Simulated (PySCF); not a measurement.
## C₃HN₂ (charge −1): calculation of the molecule and its ions

C₃HN₂, charge −1, SMILES N#C[CH-]C#N, computed with EOM-CCSD/ccECP-cc-pVDZ, RHF, core potentials ccecp (PySCF 2.14.0).

The geometry was optimised with RPBE/STO-3G.

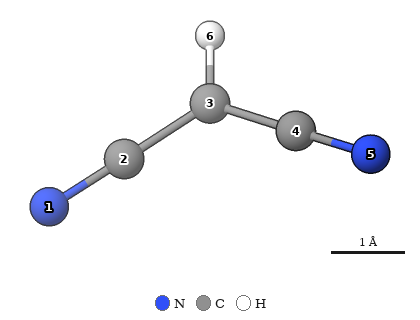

**Figure 1.** The structure as given in the input (ball-and-stick view, seen at a tilt; atoms are numbered from 1 in the order of the input).

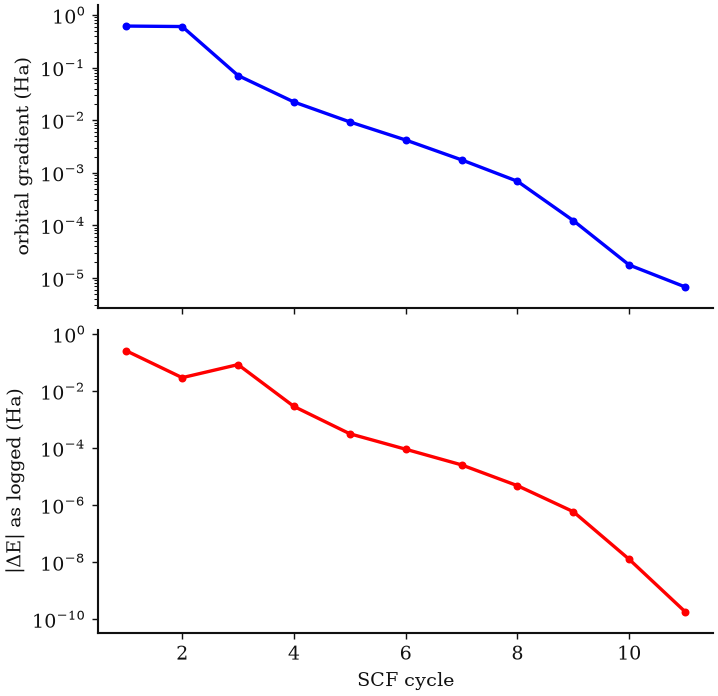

**Figure 2.** Convergence of the self-consistent field: orbital gradient and size of the energy change against the SCF cycle. The residual falls at every step.

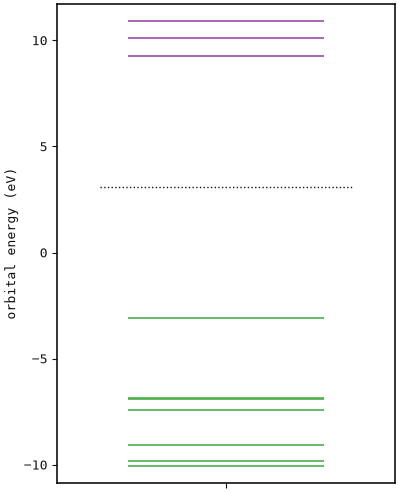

**Figure 3.** Orbital energies near the frontier (SCF reference); the dotted line parts filled from empty levels, and levels within 0.02 eV of each other stand side by side. Highest filled −3.11 eV, lowest empty 9.26 eV, 12.37 eV apart.

These pictures come from the run below.

Input file (input.py)
```python
import numpy
from pyscf import gto, cc

mol = gto.M(
    atom=[
    ('N', (0.968419, -2.194457, 0.514755)),
    ('C', (0.444748, -1.088373, 0.472530)),
    ('C', (-0.159951, 0.185288, 0.437304)),
    ('C', (-0.360559, 0.903855, -0.759527)),
    ('N', (-0.539712, 1.536237, -1.792687)),
    ('H', (-0.489367, 0.638789, 1.385833)),
],
    ecp='ccecp',
    max_memory=1860,
    basis='ccecp-cc-pvdz',
    charge=-1,
    verbose=4,
)

calc0 = mol.RHF()
calc0.kernel()

mycc = cc.CCSD(calc0)
mycc.kernel()
etot = mycc.e_tot
print('E(%s) = %.9f' % ('EOM-CCSD', etot))

e, vec = mycc.eaccsd(nroots=3)
roots = numpy.atleast_1d(e) * 27.211386
print('EOM-EA-CCSD roots (eV)')
for i, w in enumerate(roots, 1):
    print('%3d %10.4f' % (i, w))
```

Run as:
```bash
OMP_NUM_THREADS=1 python input.py
```

Output
```
PySCF version 2.14.0

[INPUT] num. atoms = 6
[INPUT] num. electrons = 24
[INPUT] charge = -1
[INPUT] spin (= nelec alpha-beta = 2S) = 0
[INPUT] symmetry False subgroup None
[INPUT] Mole.unit = angstrom
[INPUT] Symbol           X                Y                Z      unit          X                Y                Z       unit  Magmom
[INPUT]  1 N      0.968419000000  -2.194457000000   0.514755000000 AA    1.830046683825  -4.146922722135   0.972745971250 Bohr   0.0
[INPUT]  2 C      0.444748000000  -1.088373000000   0.472530000000 AA    0.840451914448  -2.056726891371   0.892952285641 Bohr   0.0
[INPUT]  3 C     -0.159951000000   0.185288000000   0.437304000000 AA   -0.302263583350   0.350143574168   0.826384793177 Bohr   0.0
[INPUT]  4 C     -0.360559000000   0.903855000000  -0.759527000000 AA   -0.681357761747   1.708038406319  -1.435298014213 Bohr   0.0
[INPUT]  5 N     -0.539712000000   1.536237000000  -1.792687000000 AA   -1.019907866141   2.903067192423  -3.387687457068 Bohr   0.0
[INPUT]  6 H     -0.489367000000   0.638789000000   1.385833000000 AA   -0.924769604400   1.207136261385   2.618844824384 Bohr   0.0

nuclear repulsion = 54.9480286710984
number of shells = 28
number of NR pGTOs = 237
number of NR cGTOs = 70
basis = ccecp-cc-pvdz
ecp = ccecp

******** <class 'pyscf.scf.hf.RHF'> ********
method = RHF
initial guess = minao
damping factor = 0
level_shift factor = 0
DIIS = <class 'pyscf.scf.diis.CDIIS'>
diis_start_cycle = 1
diis_space = 8
diis_damp = 0
SCF conv_tol = 1e-09
SCF conv_tol_grad = None
SCF max_cycles = 50
direct_scf = True
direct_scf_tol = 1e-13
Set gradient conv threshold to 3.16228e-05
Initial guess from minao.
init E= -36.1001248550305
  HOMO = -0.220359650875137  LUMO = 0.00777432156319158  gap/eV = 6.20784
cycle= 1 E= -36.3585629841843  delta_E= -0.258  |g|= 0.618  |ddm|= 4.55
  HOMO = -0.102528447126497  LUMO = 0.307569794466845  gap/eV = 11.15934
cycle= 2 E= -36.3880698351046  delta_E= -0.0295  |g|= 0.605  |ddm|= 1.37
  HOMO = -0.100477705759114  LUMO = 0.335973847111486  gap/eV = 11.87645
cycle= 3 E= -36.4728810852083  delta_E= -0.0848  |g|= 0.0708  |ddm|= 0.828
  HOMO = -0.114915919178385  LUMO = 0.336633125653993  gap/eV = 12.28728
cycle= 4 E= -36.4757703826014  delta_E= -0.00289  |g|= 0.0222  |ddm|= 0.218
  HOMO = -0.111920789991576  LUMO = 0.339746189993178  gap/eV = 12.29048
cycle= 5 E= -36.4760888132254  delta_E= -0.000318  |g|= 0.00928  |ddm|= 0.0605
  HOMO = -0.113406385081606  LUMO = 0.339700071071968  gap/eV = 12.32965
cycle= 6 E= -36.4761800829016  delta_E= -9.13e-05  |g|= 0.0042  |ddm|= 0.0316
  HOMO = -0.113834932616054  LUMO = 0.340018143808621  gap/eV = 12.34997
cycle= 7 E= -36.4762059155341  delta_E= -2.58e-05  |g|= 0.00176  |ddm|= 0.0169
  HOMO = -0.114013916203632  LUMO = 0.340240143510151  gap/eV = 12.36088
cycle= 8 E= -36.4762107237294  delta_E= -4.81e-06  |g|= 0.000689  |ddm|= 0.00781
  HOMO = -0.11412827703476  LUMO = 0.340212037812058  gap/eV = 12.36323
cycle= 9 E= -36.476211312669  delta_E= -5.89e-07  |g|= 0.000123  |ddm|= 0.00324
  HOMO = -0.114131800907651  LUMO = 0.340221104384124  gap/eV = 12.36357
cycle= 10 E= -36.476211325238  delta_E= -1.26e-08  |g|= 1.76e-05  |ddm|= 0.000573
  HOMO = -0.11413252639064  LUMO = 0.340220791130552  gap/eV = 12.36358
cycle= 11 E= -36.4762113254218  delta_E= -1.84e-10  |g|= 6.74e-06  |ddm|= 9.68e-05
  HOMO = -0.114132087732026  LUMO = 0.340221098095721  gap/eV = 12.36358
Extra cycle  E= -36.4762113254297  delta_E= -7.94e-12  |g|= 5.28e-06  |ddm|= 1.84e-05
converged SCF energy = -36.4762113254297

******** <class 'pyscf.cc.ccsd.CCSD'> ********
CC2 = 0
CCSD nocc = 12, nmo = 70
max_cycle = 50
direct = 0
conv_tol = 1e-07
conv_tol_normt = 1e-05
diis_space = 6
diis_start_cycle = 0
diis_start_energy_diff = 1e+09
Init t2, MP2 energy = -37.1573724147162  E_corr(MP2) -0.681161089286449
Init E_corr(CCSD) = -0.681161089294581
cycle = 1  E_corr(CCSD) = -0.665340209616111  dE = 0.0158208797  norm(t1,t2) = 0.0865202
cycle = 2  E_corr(CCSD) = -0.693180225821659  dE = -0.0278400162  norm(t1,t2) = 0.0318543
cycle = 3  E_corr(CCSD) = -0.692075976797424  dE = 0.00110424902  norm(t1,t2) = 0.0150681
cycle = 4  E_corr(CCSD) = -0.69580944283214  dE = -0.00373346603  norm(t1,t2) = 0.00702641
cycle = 5  E_corr(CCSD) = -0.696364046890232  dE = -0.000554604058  norm(t1,t2) = 0.00178933
cycle = 6  E_corr(CCSD) = -0.69618579201117  dE = 0.000178254879  norm(t1,t2) = 0.000700162
cycle = 7  E_corr(CCSD) = -0.696147195340779  dE = 3.85966704e-05  norm(t1,t2) = 0.000218398
cycle = 8  E_corr(CCSD) = -0.69616421579232  dE = -1.70204515e-05  norm(t1,t2) = 9.21343e-05
cycle = 9  E_corr(CCSD) = -0.696160256668901  dE = 3.95912342e-06  norm(t1,t2) = 4.2938e-05
cycle = 10  E_corr(CCSD) = -0.696161139720021  dE = -8.8305112e-07  norm(t1,t2) = 1.18501e-05
cycle = 11  E_corr(CCSD) = -0.696160935104993  dE = 2.04615028e-07  norm(t1,t2) = 5.16605e-06
cycle = 12  E_corr(CCSD) = -0.696160764735118  dE = 1.70369875e-07  norm(t1,t2) = 1.90872e-06
cycle = 13  E_corr(CCSD) = -0.696160849605042  dE = -8.48699239e-08  norm(t1,t2) = 7.23662e-07
CCSD converged
E(CCSD) = -37.17237217503478  E_corr = -0.696160849605042
E(EOM-CCSD) = -37.172372175

******** <class 'pyscf.cc.eom_rccsd.EOMEA'> ********
max_space = 20
max_cycle = 50
conv_tol = 1e-07
partition = None
EOM-CCSD root 0 E = 0.3026452545880576  qpwt = 0.967182  conv = True
EOM-CCSD root 1 E = 0.338541346875112  qpwt = 0.963554  conv = True
EOM-CCSD root 2 E = 0.3704205628981523  qpwt = 0.968784  conv = True
EOM-EA-CCSD roots (eV)
  1     8.2354
  2     9.2122
  3    10.0797
```

Key numbers

| quantity | value |
| --- | --- |
| outcome | converged |
| total energy | −37.172372 hartree |
| SCF energy | −36.476211 hartree |
| correlation energy | −0.696161 hartree |
| basis functions | 70 |
| T1 diagnostic | 0.017 |
| HOMO of the SCF reference | −3.11 eV |
| LUMO of the SCF reference | 9.26 eV |
| hardware | 1 thread of Arm Neoverse V2, 24 GiB of memory available, shared host |
| wall time | 21 s |
| peak memory | 0.47 GiB |
